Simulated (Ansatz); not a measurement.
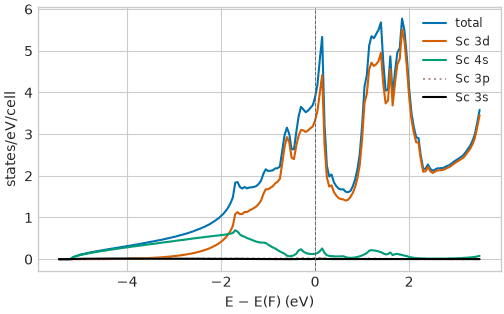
*Total and projected density of states of Sc (hcp (Mg type), space group No. 194), PBE+D3(BJ) (plane waves, PAW; program Ansatz)*

### Question
Which orbitals carry the states next to the Fermi level?

### Answer
Within 0.5 eV of the Fermi level: Sc 3d 86 %, outside the projected shells 9 %. Projections are on Löwdin-orthogonalised atomic valence shells; empty p or d shells of many metals are not among them.

Space group P6_3/mmc (hcp (Mg type)). The cell was relaxed with PBE+D3(BJ) under the symmetry of its start. The run is not spin-polarised. The pairwise dispersion correction was not fitted to metals.

Potentials: the earlier of the program's two PAW sets.
